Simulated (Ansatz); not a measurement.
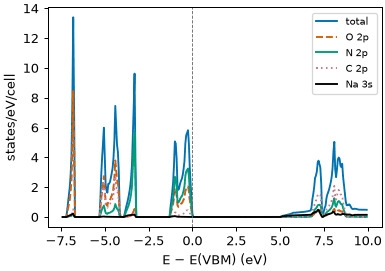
Figure: Total and projected density of states of NaCNO in space group R3m (No. 160; Na on 3a, C on 3a, N on 3a, O on 3a), the program Ansatz at the r²SCAN level (PAW)

### Question
Which orbitals carry the states next to the gap?

### Answer
Top 1 eV of the valence band: N 2p 55 %, O 2p 36 %, C 2p 7 %. Bottom 1 eV of the conduction band: Na 3s 46 %, O 2s 9 %, C 2s 9 %, N 2s 8 %, outside the projected shells 24 %. Projections are on Löwdin-orthogonalised atomic valence shells; empty p or d shells of many metals are not among them.

### Question
Where is the tallest occupied peak in this window, and what makes it?

### Answer
Near -6.8 eV, about 13 states/eV per cell; the largest projected share is O 2p.

The workflow started from a Materials Project entry (that database holds measured and hypothetical structures alike); the Crystallography Open Database files this formula in space group No. 160, but the cells were not matched. Whether it is the stable phase at ambient conditions was not checked. The cell was relaxed with r²SCAN under the symmetry of its start; its stability against distortions is not shown here.

Potentials: the later of the program's two PAW sets.
